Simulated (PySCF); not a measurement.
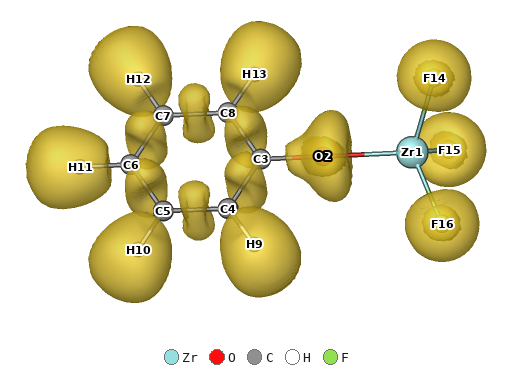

The picture shows: C6H5F3OZr (Zr(OPh)F3). Isosurface of the ELF at 0.75 (yellow), seen at a tilt. Only the valence region is drawn (cores and ρ < 0.01 e/Å³ removed).

Geometry: PBE0-D3(BJ)/def2-SVP; core potentials replace the inner electrons of Zr.

These are results of wB97X-D/def2-SVPD, SCF density, gas phase, scalar-relativistic core potentials on the heavy atoms in PySCF, not measurements.

```csv
atom,x (Å),y (Å),z (Å)
Zr,-1.0091,-1.2818,-2.9295
O,-0.4454,-0.5430,-1.2554
C,-0.0392,-0.0327,-0.0764
C,-0.3312,-0.7082,1.1120
C,0.0966,-0.1777,2.3262
C,0.8107,1.0198,2.3638
C,1.0959,1.6882,1.1734
C,0.6745,1.1687,-0.0476
H,-0.8893,-1.6461,1.0685
H,-0.1318,-0.7089,3.2534
H,1.1440,1.4306,3.3190
H,1.6548,2.6268,1.1929
H,0.8920,1.6804,-0.9873
F,0.5335,-1.6574,-3.9775
F,-2.0896,-0.0165,-3.8524
F,-2.0007,-2.8761,-2.6165
```

Question: Identify the bonds, lone pairs and shells in this picture.

Answer: The surface consists of six regions between bonded C–C atoms (shared pairs), five regions around hydrogen nuclei, one region on O in which the atom's valence shell and bonds are merged and three regions wrapped around F (the valence shell of each). Profiles from the grid: C–O (1.35 Å): the ELF peaks at about 0.90 between the atoms, as expected for a shared but strongly polarised pair. C–C (1.39 Å): the ELF peaks at about 0.95 between the atoms, as expected for a covalent bond.
